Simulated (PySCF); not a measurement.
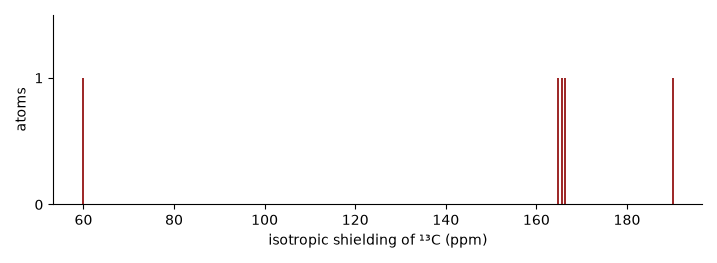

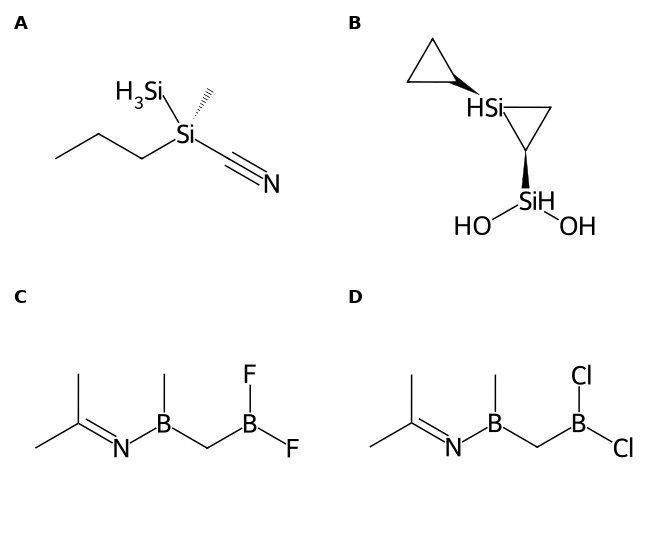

The sticks are computed shieldings of one of the molecules, for one fixed geometry (GFN2-xTB) without averaging over rotations. Low shielding means a high chemical shift. Method: GIAO PBE0/pcSseg-1 NMR shielding, non-relativistic, gas phase (PySCF 2.14.0).

Which molecule gives this pattern?

Answer. A, `CCC[Si@@](C)([SiH3])C#N`. Its 5 C atoms give lines at 59.8, 164.8, 165.7, 166.3, 190.1 ppm.

The geometry is semi-empirical. Around B, Si such bond lengths and angles can be off by a tenth of an ångström or more and by several degrees, and values that hang on the shape move with them.
